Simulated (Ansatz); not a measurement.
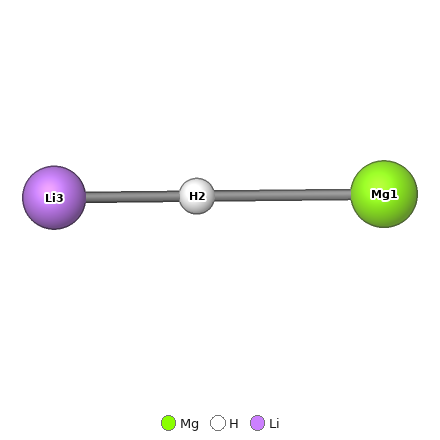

The system is Mg + HLi; the picture shows the reference structure. 
- Coordinates scanned: (1) distance Mg1–H2; (2) distance H2–Li3.
- Nothing is relaxed (the angle Mg1–H2–Li3 is fixed at 180 degrees).
- Grid: 17 × 17 points.
- Points are written as (first, second).
- Energies are in kJ/mol, from the lowest grid point.
- The restricted reference is unstable at some or all points, so the energies there are unreliable.
- All numbers below come from RHF-MP2, frozen core/aug-cc-pVTZ (Ansatz).

Its coordinates:

```yaml
atoms:
  - { symbol: Mg, position_ang: [-2.1330, 0.0000, 0.0000] }
  - { symbol: H, position_ang: [0.0000, 0.0000, 0.0000] }
  - { symbol: Li, position_ang: [1.6250, 0.0000, 0.0000] }
```

Range: distance Mg1–H2 from 1.376 to 2.976 Å; distance H2–Li3 from 1.272 to 2.872 Å.

**What will the energy surface look like?**

The lowest grid point is at (2.133 Å, 1.625 Å). It is the only kind of minimum in the scanned range. The highest grid point, (1.376 Å, 2.872 Å), lies 219 kJ/mol above the lowest.

| distance H2–Li3 ↓, distance Mg1–H2 → | 1.420 | 1.558 | 1.729 | 1.922 | 2.133 | 2.359 | 2.597 | 2.847 |
| --- | --- | --- | --- | --- | --- | --- | --- | --- |
| 2.743 | 189 | 139 | 112 | 108 | 116 | 129 | 140 | 149 |
| 2.493 | 175 | 123 | 93 | 84 | 89 | 98 | 107 | 114 |
| 2.255 | 159 | 104 | 71 | 59 | 60 | 66 | 73 | 80 |
| 2.029 | 142 | 86 | 50 | 34 | 32 | 36 | 42 | 47 |
| 1.818 | 129 | 70 | 32 | 14 | 10 | 13 | 18 | 23 |
| 1.625 | 124 | 64 | 24 | 5 | 0 | 2 | 6 | 11 |
| 1.454 | 133 | 72 | 32 | 13 | 8 | 9 | 13 | 18 |
| 1.316 | 158 | 98 | 59 | 40 | 34 | 36 | 40 | 44 |

The table holds every second grid line.

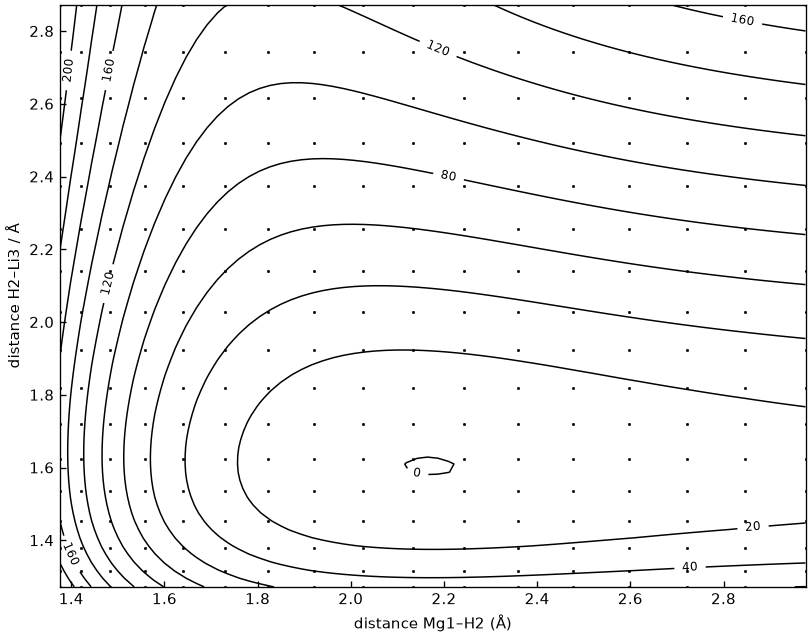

Drawn: contour lines labelled in kJ/mol, dots at the grid points. Between grid points the surface is interpolated.

Each point was launched as `ansatz run input.yaml --threads 1 --pin off --max-ram 2560MiB --backend cpu --events-out ev --progress --plain --runs-dir out`. The whole map (289 points run) took 11 min on 1 thread of Arm Neoverse V1 (shared host).
